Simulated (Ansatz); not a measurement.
The reference is Rh in the fcc (Cu type) structure (space group Fm-3m, No. 225; a = 3.7816 Å; relaxed with 0.1 eV smearing).

Structures relaxed with Ansatz (an electronic-structure program) PBEsol, spin-orbit coupling left out.

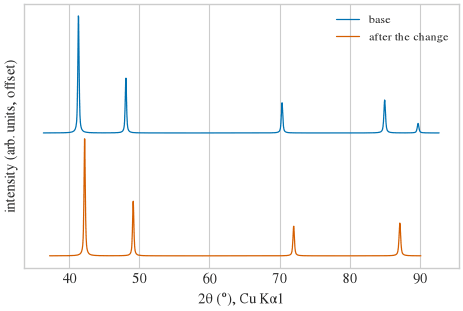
Figure: Simulated powder patterns before (top) and after one change

**Question.** Which of these changes matches the shifts?
(A) isotropic strain +2.00 %
(B) isotropic strain +3.00 %
(C) isotropic strain −2.00 %
(D) isotropic strain −0.50 %

**Answer.** C, isotropic strain −2.00 %. Its volume per atom is 12.72 Å³ against 13.52 Å³, and its space group is Fm-3m (No. 225).

Whether these cells are dynamically stable was not tested. The final runs are not spin-polarised. Rh lies near a magnetic instability that expansion can trigger; it was not tested.
